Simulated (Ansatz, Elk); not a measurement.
**How far do independent atoms describe LaTi2Ga2?**

The structure of LaTi2Ga2 used here is made up (a known structure type with other elements) and was relaxed beforehand with r2SCAN. The aim is the Fourier transform of its all-electron density, F(hkl), set beside the sum over free spherical atoms that refinements use.

Calculated with Elk 11.2.3 (patched build); DFT, PBE, all-electron APW+lo, Dirac cores, scalar-relativistic bands, static density, no spin.

The structure was built from a prototype and need not be the compound's stable phase.

**1. The starting structure**

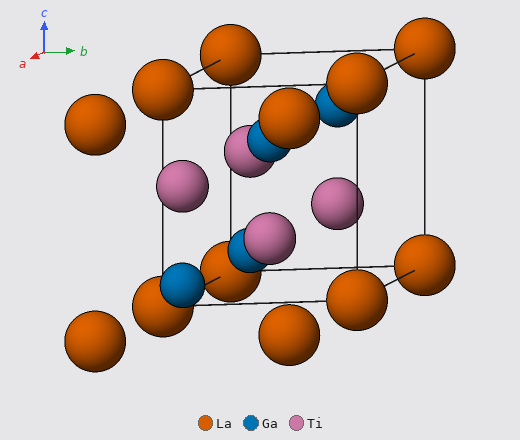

The cell as given, slightly off an axis (lanthanum orange, gallium blue, titanium pink). 2×1×1 cells are drawn. Some periodic images of atoms are drawn too.

Coordinates:

```cif
data_structure
_symmetry_space_group_name_H-M 'P-3m1'
_symmetry_Int_Tables_number 164
_cell_length_a 4.8298
_cell_length_b 4.8298
_cell_length_c 5.4084
_cell_angle_alpha 90.000
_cell_angle_beta 90.000
_cell_angle_gamma 120.000
_cell_volume 109.26
loop_
_atom_site_label
_atom_site_type_symbol
_atom_site_symmetry_multiplicity
_atom_site_Wyckoff_symbol
_atom_site_fract_x
_atom_site_fract_y
_atom_site_fract_z
_atom_site_occupancy
La1 La 1 a 0.00000 0.00000 0.00000 1
Ga1 Ga 2 d 0.66667 0.33333 0.19552 1
Ti1 Ti 2 d 0.66667 0.33333 0.65251 1
```

**2. Ground state and structure factors**

An all-electron density is needed, since X-rays see the cores too. Task 0 finds the density and task 195 Fourier-transforms it; tshift is off so that phases refer to the origin typed.

File elk.in:

```
tasks
  0
  195

xctype
  20

spinpol
  .false.

rgkmax
  7.0

gmaxvr
  14.0

lmaxo
  7

lmaxapw
  8

swidth
  0.002

tshift
  .false.

ramdisk
  .false.

hmaxvr
  5.5

maxscl
  120

epspot
  1e-06

sppath
  './'

avec
  9.12698663469 0.00000000000 -0.00000000000
  -4.56349331734 7.90420228564 0.00000000000
  -0.00000000000 -0.00000000000 10.22031082391

atoms
  3
  'La.in'
  1
  0.0000000000 0.0000000000 -0.0000000000   0.000000 0.000000 0.000000
  'Ga.in'
  2
  0.6666666667 0.3333333333 0.1955192822   0.000000 0.000000 0.000000
  0.3333333333 0.6666666667 0.8044807178   0.000000 0.000000 0.000000
  'Ti.in'
  2
  0.6666666667 0.3333333333 0.6525092247   0.000000 0.000000 0.000000
  0.3333333333 0.6666666667 0.3474907753   0.000000 0.000000 0.000000

ngridk
  6 6 4
```

Launch:

```
> OMP_NUM_THREADS=4 elk
```

Numbers of over 12 decimals in the logs are rounded to 6 here.

The program printed:

```text
┌─────────────────────────┐
│ Elk code version 11.2.3 │
└─────────────────────────┘

All units are atomic (Hartree, Bohr, etc.)

┌─────────────────────────────────────────────────┐
│ Ground-state run starting from atomic densities │
└─────────────────────────────────────────────────┘

Lattice vectors :
   9.126986635       0.000000000      -0.000000000
  -4.563493317       7.904202286       0.000000000
  -0.000000000      -0.000000000       10.22031082

Reciprocal lattice vectors :
  0.6884183749      0.3974585341       0.000000000
   0.000000000      0.7949170682       0.000000000
   0.000000000       0.000000000      0.6147743856

Unit cell volume      :    737.3090502
Brillouin zone volume :   0.3364263783

Muffin-tin inner radius fraction :   0.1000000000E-01

Nuclei treated as point charges

Species : 1 (La)
 parameters loaded from : La.in
 name : lanthanum
 nuclear charge    :   -57.00000000
 electronic charge :    57.00000000
 atomic mass :    253209.2366
 muffin-tin radius :    2.800000000
 number of radial points in muffin-tin :   1393
 inner part over the whole radius :   0.9924947902E-02
 number on inner part of muffin-tin    :    996
 approximate nuclear radius :   0.9226798129E-04
 number of mesh points to nuclear radius :    505
 atomic positions (lattice), magnetic fields (Cartesian) :
  1 :   0.00000000  0.00000000  0.00000000    0.00000000  0.00000000  0.00000000

Species : 2 (Ga)
 parameters loaded from : Ga.in
 name : gallium
 nuclear charge    :   -31.00000000
 electronic charge :    31.00000000
 atomic mass :    127097.2539
 muffin-tin radius :    2.310289628
 number of radial points in muffin-tin :    993
 inner part over the whole radius :   0.9906927988E-02
 number on inner part of muffin-tin    :    701
 approximate nuclear radius :   0.7562051033E-04
 number of mesh points to nuclear radius :    340
 atomic positions (lattice), magnetic fields (Cartesian) :
  1 :  -0.33333333  0.33333333  0.19551928    0.00000000  0.00000000  0.00000000
  2 :   0.33333333 -0.33333333 -0.19551928    0.00000000  0.00000000  0.00000000

Species : 3 (Ti)
 parameters loaded from : Ti.in
 name : titanium
 nuclear charge    :   -22.00000000
 electronic charge :    22.00000000
 atomic mass :    87256.20317
 muffin-tin radius :    2.310289628
 number of radial points in muffin-tin :    993
 inner part over the whole radius :   0.9942480201E-02
 number on inner part of muffin-tin    :    698
 approximate nuclear radius :   0.6805665174E-04
 number of mesh points to nuclear radius :    326
 atomic positions (lattice), magnetic fields (Cartesian) :
  1 :  -0.33333333  0.33333333 -0.34749078    0.00000000  0.00000000  0.00000000
  2 :   0.33333333 -0.33333333  0.34749078    0.00000000  0.00000000  0.00000000

Total number of atoms per unit cell :    5
Total muffin-tin volume :    298.5606803
 ratio of muffin-tin to unit cell volume :   0.4049328843

Spin treatment :
 spin-unpolarised

Number of Bravais lattice symmetries :   24
Number of crystal symmetries         :   12
Crystal has inversion symmetry
Real symmetric eigensolver will be used

k-point grid :      6     6     4
k-point offset :    0.000000000       0.000000000       0.000000000
k-point set is reduced with full crystal symmetry group
Total number of k-points :       24

Muffin-tin radius times maximum |G+k| :    7.000000000
 using average radius
Maximum |G+k| for APW functions       :    2.906697056
Maximum (1/2)|G+k|²                   :    4.224443889
Maximum |G| for potential and density :    14.00000000
Constant for pseudocharge density :   10
 order of it for each species :   17  17  17
 order of it for pair densities of each species (exact exchange by exxq0 0: 18) :   13   9   9
Radial integration step length :    1

G-vector grid sizes :     42    42    48
Number of G-vectors :    34215

Maximum angular momentum used for
 APW functions            :    8
 outer part of muffin-tin :    7
 inner part of muffin-tin :    2

Total nuclear charge    :   -163.0000000
[...]
electron entropic           :    -0.14173723520808E-02
 total energy                :     -14094.544386930

Density of states at Fermi energy :    107.8402196
 (states/Hartree/unit cell)

Estimated indirect band gap :   0.7477575003E-03
 from k-point 21 to k-point 14
Estimated direct band gap   :   0.1073143615E-01
 at k-point 19

Charges :
 core                        :    102.0000000
 valence                     :    61.00000000
 interstitial                :    9.339936688
 muffin-tins (core leakage)
  species : 1 (La)
   atom 1                    :    54.94948114     (  0.2287599438E-03)
  species : 2 (Ga)
[...]
species : 3 (Ti)
[...]
total in muffin-tins        :    153.6600633
 total calculated charge     :    162.9971234
 total charge                :    163.0000000
 error                       :   0.2876618625E-02

RMS change in Kohn-Sham potential (target) :   0.2101825920     (  0.1000000000E-05)
Absolute change in total energy (target)   :   0.4165262393E-02 (  0.1000000000E-03)

[... loops 3 to 15 left out ...]

┌──────────────────┐
│ Loop number : 16 │
└──────────────────┘

Energies :
 Fermi                       :     0.256759
 sum of occupied eigenvalues :     -8470.5193197981
 electron kinetic            :      14783.002394416
 core electron kinetic       :      14322.626439871
 Coulomb                     :     -28436.599238783
 Coulomb potential           :     -22680.688208507
 nuclear-nuclear             :     -1516.6036192982
 electron-nuclear            :     -31193.756717760
 Hartree                     :      4273.7610982743
 Madelung                    :     -17096.255134530
 xc potential                :     -572.83350570634
 exchange                    :     -431.85260835833
 correlation                 :     -8.074564
 electron entropic           :    -0.19564610272652E-02
 total energy                :     -14093.525973372

Density of states at Fermi energy :    150.3962549
 (states/Hartree/unit cell)

Estimated indirect band gap :   0.1692203085E-02
 from k-point 6 to k-point 14
Estimated direct band gap   :   0.5544471482E-02
 at k-point 6

Charges :
 core                        :    102.0000000
 valence                     :    61.00000000
 interstitial                :    8.949002606
 muffin-tins (core leakage)
  species : 1 (La)
[...]
species : 2 (Ga)
[...]
species : 3 (Ti)
[...]
total in muffin-tins        :    154.0509974
 total calculated charge     :    162.9972728
 total charge                :    163.0000000
 error                       :   0.2727215504E-02

RMS change in Kohn-Sham potential (target) :   0.4007855980E-06 (  0.1000000000E-05)
Absolute change in total energy (target)   :   0.6450821274E-04 (  0.1000000000E-03)

Convergence targets achieved

┌──────────────────┐
│ Loop number : 17 │
└──────────────────┘

Energies :
 Fermi                       :     0.256759
 sum of occupied eigenvalues :     -8470.5193198519
 electron kinetic            :      14783.002398235
 core electron kinetic       :      14322.626446222
 Coulomb                     :     -28436.599243703
 Coulomb potential           :     -22680.688215770
 nuclear-nuclear             :     -1516.6036192982
 electron-nuclear            :     -31193.756719948
 Hartree                     :      4273.7610955434
 Madelung                    :     -17096.255135818
 xc potential                :     -572.83350231644
 exchange                    :     -431.85260813785
 correlation                 :     -8.074564
 electron entropic           :    -0.19564600792836E-02
 total energy                :     -14093.525974242

Density of states at Fermi energy :    150.3961767
 (states/Hartree/unit cell)

Estimated indirect band gap :   0.1692201130E-02
 from k-point 6 to k-point 14
Estimated direct band gap   :   0.5544467249E-02
 at k-point 6

Charges :
 core                        :    102.0000000
 valence                     :    61.00000000
 interstitial                :    8.949002662
 muffin-tins (core leakage)
  species : 1 (La)
[...]
species : 2 (Ga)
[...]
atom 2                    :    29.62203469     (  0.1213888813E-02)
  species : 3 (Ti)
   atom 1                    :    20.02510579     ( -0.2172272708E-06)
   atom 2                    :    20.02510579     ( -0.2172272708E-06)
 total in muffin-tins        :    154.0509973
 total calculated charge     :    162.9972728
 total charge                :    163.0000000
 error                       :   0.2727215574E-02

┌──────────────────────────────┐
│ Self-consistent loop stopped │
└──────────────────────────────┘

Warning : core states of species 1 leak from the muffin-tin :   0.2233806559E-03

Warning : core states of species 2 leak from the muffin-tin :   0.1213888813E-02

Wrote STATE.OUT
```

Run time: 32 s. Hardware: 4 threads of Arm Neoverse V2, shared host; peak memory 0.23 GiB.

SFACRHO.OUT:

```text

h k l indices transformed by vhmat matrix:
   1.000000000       0.000000000       0.000000000    
   0.000000000       1.000000000       0.000000000    
   0.000000000       0.000000000       1.000000000    

      h      k      l  multipl.   |H|            Re(F)            Im(F)           |F|

      0      0      0      1   0.0000000       163.00000      0.62026782E-17   163.00000    
      0      0      1      2  0.61477439       49.485504      -0.0000000       49.485504    
      0      1      0      6  0.79491707       3.8469102      0.12790273E-13   3.8469102    
     -1      0      1      6   1.0049083       30.800643      0.28778115E-14   30.800643    
      1      0      1      6   1.0049083       68.497824     -0.76741639E-14   68.497824    
      0      0     -2      2   1.2295488      -4.1322128     -0.12790273E-13   4.1322128    
      2     -1      0      6   1.3768367       125.25625      0.12239618E-15   125.25625    
      0     -1     -2      6   1.4641323       16.627878     -0.14069301E-13   16.627878    
      1     -1     -2      6   1.4641323       118.92046      0.28458358E-13   118.92046    
      1      1     -1     12   1.5078551       42.106220      0.25580546E-14   42.106220    
      2      0      0      6   1.5898341       4.7227013      0.17906382E-13   4.7227013    
      0     -2      1      6   1.7045586       25.457267      0.23981762E-14   25.457267    
      0      2      1      6   1.7045586       59.037034     -0.10232219E-13   59.037034    
      0      0      3      2   1.8443232       29.248897      0.31975683E-14   29.248897    
     -1     -1     -2     12   1.8459333      -2.9835328     -0.20464437E-13   2.9835328    
      1     -1     -3      6   2.0083379       19.609374     -0.76741639E-14   19.609374    
      0     -1     -3      6   2.0083379       69.633840      0.76741639E-14   69.633840    
      2      0     -2      6   2.0098166       104.74403     -0.41568388E-14   104.74403
```

Elk indexes on the primitive cell of elk.in and gives |H| = 4π sin θ/λ in inverse bohr. Below, one row stands for each form hkl of the conventional cell (m members, Friedel mates merged), F is for one primitive cell and the density is static (no thermal factor). Free-atom factors are Waasmaier and Kirfel's, and R is Σm||F|−|F'||/Σm|F|.

| hkl | m | sin θ/λ (Å⁻¹) | abs F, DFT | neutral atoms | diff. |
| --- | --- | --- | --- | --- | --- |
| 001 | 2 | 0.092 | 49.486 | 49.313 | +0.172 |
| 100 | 6 | 0.119 | 3.847 | 3.970 | -0.123 |
| 011 | 6 | 0.151 | 30.801 | 30.933 | -0.133 |
| 101 | 6 | 0.151 | 68.498 | 68.263 | +0.235 |
| 002 | 2 | 0.185 | 4.132 | 4.445 | -0.313 |
| 110 | 6 | 0.207 | 125.256 | 125.785 | -0.529 |
| 012 | 6 | 0.220 | 16.628 | 16.228 | +0.400 |
| 102 | 6 | 0.220 | 118.921 | 119.599 | -0.678 |
| 111 | 12 | 0.227 | 42.106 | 42.080 | +0.026 |
| 200 | 6 | 0.239 | 4.723 | 4.285 | +0.438 |
| 201 | 6 | 0.256 | 25.457 | 25.153 | +0.305 |
| 021 | 6 | 0.256 | 59.037 | 59.333 | -0.296 |
| 003 | 2 | 0.277 | 29.249 | 28.987 | +0.262 |
| 112 | 12 | 0.278 | 2.983 | 3.389 | -0.405 |

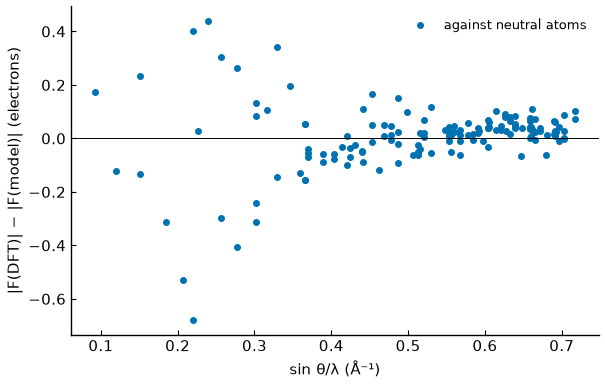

Difference between the calculated structure factors and the independent-atom ones.

**3. The highest occupied states alone**

An energy window below the Fermi level keeps the highest occupied states, to see at which angles they scatter; shallow core shells can lie inside it and anion s states outside. No new self-consistency is needed.

Edit elk.in of step 2 so:

```diff
@@ -1,3 +1,2 @@
 tasks
-  0
   195
@@ -40,2 +39,5 @@
 
+wsfac
+  -0.184230 0.556760
+
 sppath
```

Launch:

```
> OMP_NUM_THREADS=4 elk
```

The program printed:

```text
┌─────────────────────────────────┐
│ Elk code version 11.2.3 started │
└─────────────────────────────────┘

Info(readinput): the functional depends on the density's gradient
 muffin-tin radial points multiplied by    2.00000
 (not where nrmtscf is given)

┌────────────────────┐
│ Current task : 195 │
└────────────────────┘
Info(checkmt): changed muffin-tin radius of species 2 (Ga) from   2.4000 to   2.3103
Info(checkmt): changed muffin-tin radius of species 3 (Ti) from   2.4000 to   2.3103

Info(sfacrho): density structure factors written to SFACRHO.OUT

 Energy window :  -0.1842300000      0.5567600000

┌──────────────────┐
│ Elk code stopped │
└──────────────────┘
```

The job ended after 13 s (4 threads; peak memory 0.18 GiB).

States within 12 eV below the Fermi level hold 17.00 electrons; any levels below the window count with the cores. Their amplitudes can exceed the total, where window and core parts have opposite phase:

| hkl | sin θ/λ (Å⁻¹) | abs F, window | abs F, all |
| --- | --- | --- | --- |
| 001 | 0.092 | 0.402 | 49.486 |
| 100 | 0.119 | 2.692 | 3.847 |
| 011 | 0.151 | 1.251 | 30.801 |
| 101 | 0.151 | 0.400 | 68.498 |
| 002 | 0.185 | 0.948 | 4.132 |
| 110 | 0.207 | 1.944 | 125.256 |
| 012 | 0.220 | 0.585 | 16.628 |
| 102 | 0.220 | 1.432 | 118.921 |
| 111 | 0.227 | 0.567 | 42.106 |
| 200 | 0.239 | 0.334 | 4.723 |

(Part 1 of 2 ends here.)

[Logs are printed without paths, hosts, clocks, repeated set-up lines and the standing remarks that a program may print on its own settings, such as how far it seeks lower states.]

[Hosts, paths, dates, database ids (printed as entryN), source tags and the programs' standing remarks are cut or masked in the printed files.]
